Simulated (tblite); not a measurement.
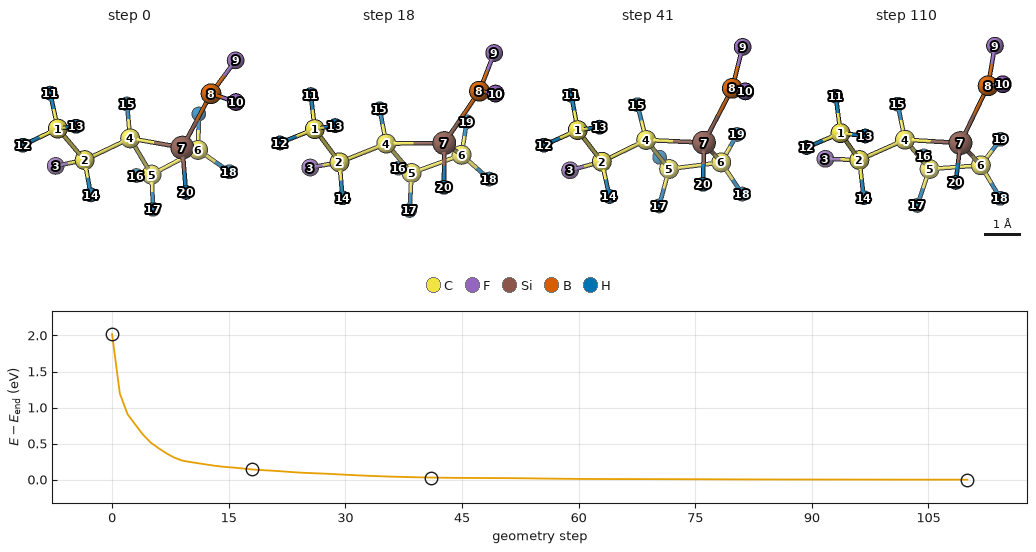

Frames of a relaxation of C$_{5}$H$_{10}$BF$_{3}$Si, marked on the history of the run. Style: ball-and-stick. Shown from a free direction.

Theory: GFN2-xTB geometry optimisation, gas phase in tblite 0.8.0. 

What happens along the run?

After 110 geometry steps the energy has fallen by 2.020 eV. The atom that moves furthest after the best rigid fit is H19 (1.01 Å). By element the largest moves are H 1.01 Å, F 0.68 Å, C 0.47 Å, B 0.23 Å, Si 0.14 Å. Some distances before and after: B8–F9 1.466 → 1.318 Å, B8–F10 1.464 → 1.319 Å, C4–Si7 1.842 → 1.928 Å, Si7–B8 1.913 → 1.970 Å. Among the angles between lasting bonds that change: C4–C5–C6 87.5° → 99.7°, C6–Si7–B8 109.8° → 120.8°, C2–C4–C5 106.1° → 115.5°. Groups turn about C5–C6 by about 30°, C4–C5 by about 30°, C6–Si7 by about 20°. The run took 1.7 s on 1 thread of Arm Neoverse N1 (shared host). From step 0 to 18: H17 moves most (0.41 Å), energy −1.878 eV. From step 18 to 41: H atoms move most (0.49 Å), energy −0.112 eV. From step 41 to 110: F3 moves most (0.35 Å), energy −0.030 eV.
